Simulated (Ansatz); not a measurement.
```yaml
atoms:
  - { symbol: S, position_ang: [-0.2715, -1.0535, -1.3773] }
  - { symbol: H, position_ang: [-0.7332, 0.1592, -1.7216] }
  - { symbol: H, position_ang: [1.0064, -0.6444, -1.4220] }
  - { symbol: O, position_ang: [-0.9696, 1.2731, 1.2728] }
  - { symbol: S, position_ang: [-0.2306, 0.0846, 1.5871] }
  - { symbol: O, position_ang: [1.1986, 0.1811, 1.6610] }
```

Geometry: PBE0-D4/def2-TZVP.

Method: RKS PBE0-D4/def2-TZVPPD (Ansatz).

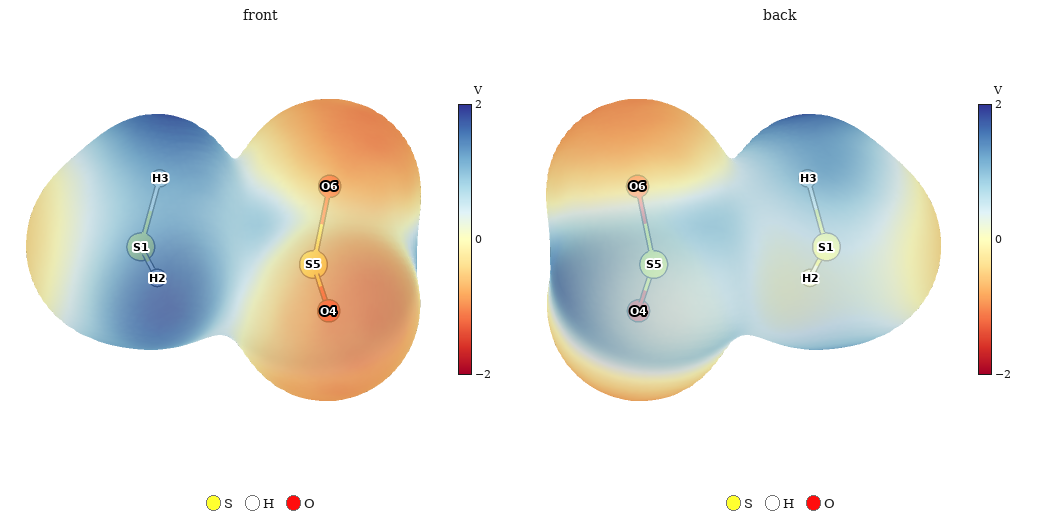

H₂S···SO₂ (SMILES S.O=S=O). The electrostatic potential painted on the density surface at 0.002 e/bohr³, seen from the front and from behind; the colour scale runs from red (negative) to blue (positive).

Where is the surface potential most negative and most positive?

The most negative region (about −1.0 V) lies over O4 and O6, the most positive (about +1.7 V) over H2 and H3.
